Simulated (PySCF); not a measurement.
# Si2H5O (SMILES O[SiH][SiH3]) at UHF/6-31G(d) (spherical functions)

Aim: the vertical ionisation energy of Si2H5O at UHF/6-31G* (spherical functions), from 2 runs. The job is set up through a Python script.

The calculation is run with PySCF 2.14.0.

### 1 Starting point

The species is Si2H5O (8 atoms), meant as a doublet with charge 0. SMILES: `O[SiH][SiH3]`. Geometry: relaxed at PBE0-D4/def2-TZVP. This is one conformer, not always the lowest.

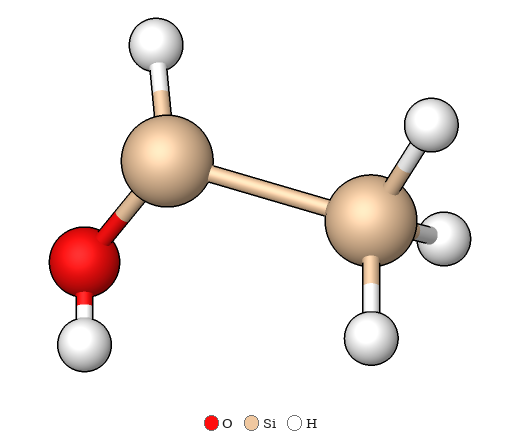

The structure, seen from a chosen angle (oxygen red, silicon light orange, hydrogen white).

### 2 The energy at UHF/6-31G(d) (spherical functions)

The input, calc.py:

```python
from pyscf import gto, scf

mol = gto.M(
    atom=[
    ('O', (-0.929000, 0.938400, -1.717100)),
    ('Si', (0.090400, 1.134000, -0.425000)),
    ('Si', (0.314200, -0.774200, 0.917600)),
    ('H', (-1.805900, 0.598400, -1.530300)),
    ('H', (1.378700, 1.582300, -1.024400)),
    ('H', (1.190000, -0.426800, 2.069000)),
    ('H', (0.883900, -1.960400, 0.216700)),
    ('H', (-1.030200, -1.148700, 1.437600)),
],
    max_memory=1860,
    verbose=3,
    spin=1,
    basis='6-31g*',
)

mf = scf.UHF(mol)
mf.conv_tol = 1e-10
mf.kernel()
if not mf.converged:
    mf = mf.newton().run(mf.mo_coeff, mf.mo_occ)

e_tot = mf.e_tot
print('Final energy', e_tot)
```

The run is started by

```console
OMP_NUM_THREADS=1 python calc.py
```

Log:

```text
converged SCF energy = -655.585191560909  <S^2> = 0.75610112  2S+1 = 2.0060918
Final energy -655.5851915609095
```

Wall time 1.4 s (1 thread of Arm Neoverse V1, shared host); peak memory 0.11 GiB.

### 3 The singlet cation, same level

The input, input.py:

```python
from pyscf import gto, scf

molecule = gto.Mole()
molecule.atom = '''
O       -0.929000       0.938400      -1.717100
Si       0.090400       1.134000      -0.425000
Si       0.314200      -0.774200       0.917600
H       -1.805900       0.598400      -1.530300
H        1.378700       1.582300      -1.024400
H        1.190000      -0.426800       2.069000
H        0.883900      -1.960400       0.216700
H       -1.030200      -1.148700       1.437600
'''
molecule.max_memory = 1860
molecule.basis = '6-31g*'
molecule.verbose = 3
molecule.charge = 1
molecule.build()

mf = scf.RHF(molecule)
mf.conv_tol = 1e-10
mf.kernel()
if not mf.converged:
    mf = mf.newton().run(mf.mo_coeff, mf.mo_occ)

etot = mf.e_tot
print(f'total energy: {etot:.8f} hartree')
```

The run is started by

```console
OMP_NUM_THREADS=1 python input.py
```

Log:

```text
converged SCF energy = -655.311042023091
total energy: -655.31104202 hartree
```

Run time: 1.3 s. Hardware: 1 thread of Arm Neoverse V1, shared host; peak memory 0.11 GiB.

### 4 What came out

Level: UHF/6-31G* (spherical functions).

| quantity | value |
| --- | --- |
| doublet Si2H5O: total energy | -655.58519 Eh |
| doublet Si2H5O: dipole moment | 1.45 D |
| doublet Si2H5O: HOMO energy (highest over α and β) | -8.34 eV |
| doublet Si2H5O: LUMO energy (lowest over α and β) | 1.42 eV |
| doublet Si2H5O: ⟨S²⟩ | 0.756 |
| singlet cation: total energy | -655.31104 Eh |
| singlet cation: HOMO energy | -17.39 eV |
| singlet cation: LUMO energy | -6.54 eV |
| singlet cation: HOMO–LUMO gap | 10.84 eV |
| vertical ionisation energy (to the singlet cation) | 7.460 eV |

The vertical ionisation energy comes to 7.46 eV (720 kJ/mol). Only the singlet of the ionised species was computed; a triplet could lie lower. Mulliken charges (singlet cation) run from -0.79 on O1 to +0.96 on Si2.
